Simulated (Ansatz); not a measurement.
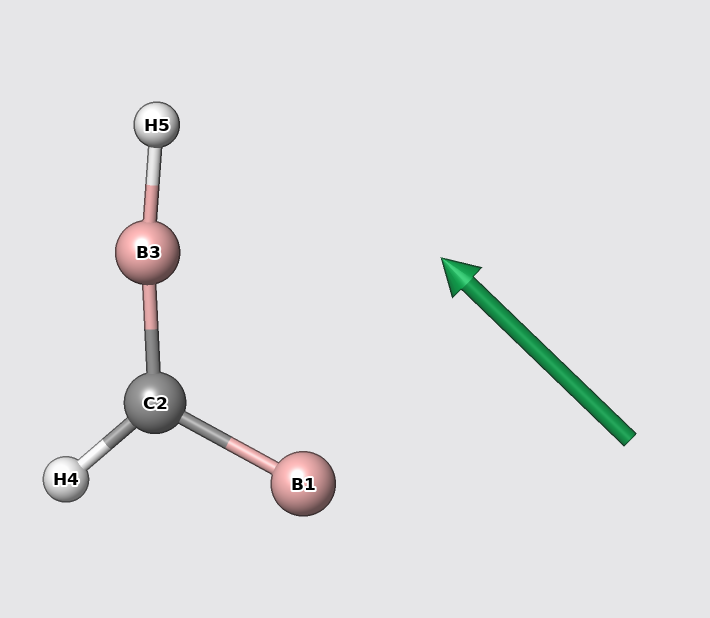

The arrow beside the molecule shows the direction of the dipole moment, from the negative to the positive end (its length means nothing). Computed geometry: PBE0-D4/def2-TZVP optimisation. No frequency run is at hand to confirm it as a minimum. Properties computed with RKS PBE0-D4/def2-TZVP (Ansatz 0.2.0).

> Estimate the dipole moment.

3.81 D; it points from the side of B1 to the side of H5 (the outermost atoms at the two ends).
